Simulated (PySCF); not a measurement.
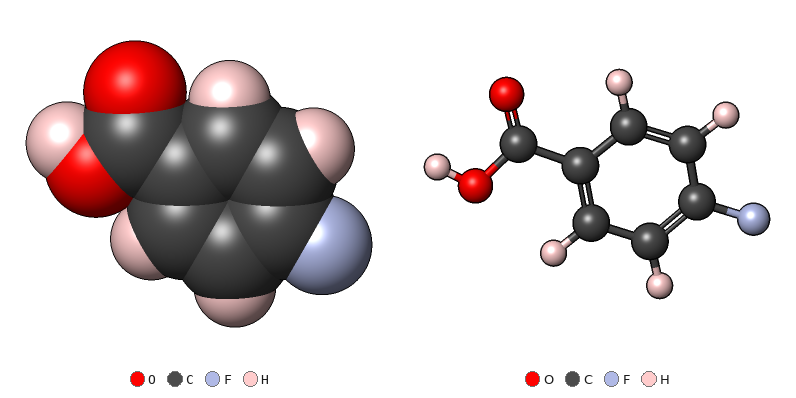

The same structure drawn twice, from different directions.

Describe the molecule.

It has 15 atoms: 7 carbon, 5 hydrogen, 1 fluorine and 2 oxygen (C7H5FO2). As SMILES it reads `O=C(O)c1ccc(F)cc1`. Independent rings (smallest set): 1 of 6 members, 1 of them aromatic. Among its groups: carboxylic acid, C–F bond. All atoms lie on one plane. Coordination: 7 C trigonal planar; 1 O bent.

The parts below concern this one geometry. Atoms keep their numbers from picture to picture. The computed structure is the end point of a PBE0-D3(BJ)/def2-TZVP optimisation. No frequency run is at hand to confirm it as a minimum.

**NMR shielding**

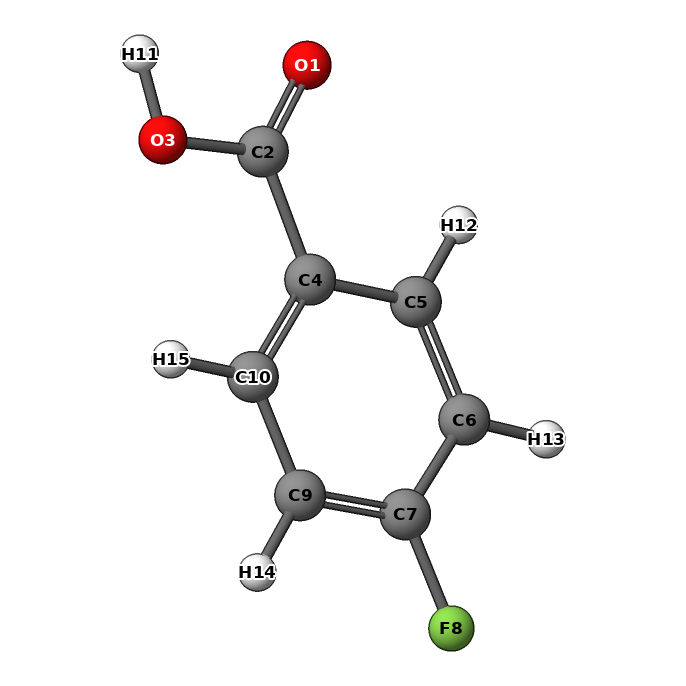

The questions are on isotropic NMR shieldings of the H atoms. No frequency run is at hand to confirm it as a minimum. Method: GIAO KT3/pcSseg-2 NMR shielding, non-relativistic, gas phase (PySCF 2.14.0).

List the isotropic NMR shieldings of the H atoms.

```tsv
atom	σ (ppm)
H11	25.82
H12	23.21
H13	24.51
H14	24.57
H15	23.44
```

**Ring current**

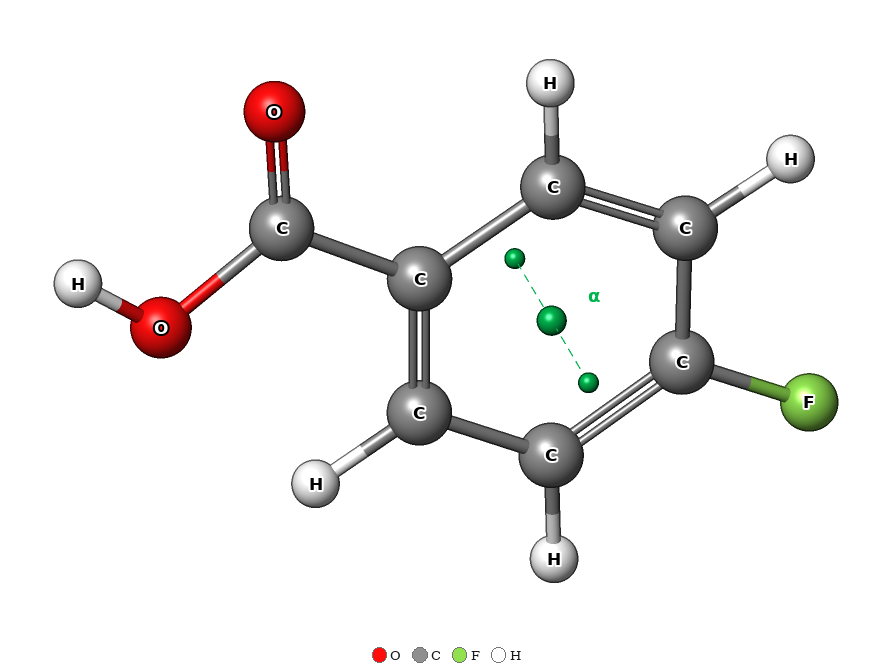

The small points mark where nucleus-independent chemical shifts (NICS) were computed: at the centre of each lettered ring and 1 Å above and below it. No frequency run is at hand to confirm it as a minimum. Level of theory: GIAO ωB97X-D/pcSseg-2 NMR shielding, non-relativistic, IEF-PCM chloroform (PySCF 2.14.0).

Give NICS(0), NICS(1) and the out-of-plane component NICS(1)zz for each ring (means of the two sides).

| ring | members | NICS(0) | NICS(1) | NICS(1)zz |
| --- | --- | --- | --- | --- |
| α | C6 | −9.5 | −9.8 | −26.9 |

Values in ppm.

Question: What do the values say about the ring currents?

Answer: Ring α: diatropic, as in an aromatic ring. NICS is one index among several.

**Levels of theory compared**

No frequency run is at hand to confirm it as a minimum. Program: PySCF 2.14.0.

Tabulate HOMO energy (eV), HOMO–LUMO gap (eV), dipole (D) at these levels: B97-2/pcSseg-2; KT3/pcSseg-2; PBE0/pcSseg-2; WP04/pcSseg-2 in chloroform (IEF-PCM); ωB97X-D/pcSseg-2; ωB97X-D/pcSseg-2 in chloroform (IEF-PCM).

```csv
level,HOMO energy (eV),HOMO–LUMO gap (eV),dipole (D)
B97-2/pcSseg-2,−7.42,5.84,1.43
KT3/pcSseg-2,−6.62,4.27,1.39
PBE0/pcSseg-2,−7.67,6.12,1.43
WP04/pcSseg-2 in chloroform (IEF-PCM),−8.75,5.09,1.77
ωB97X-D/pcSseg-2,−9.39,9.58,1.44
ωB97X-D/pcSseg-2 in chloroform (IEF-PCM),−9.32,9.56,1.80
```
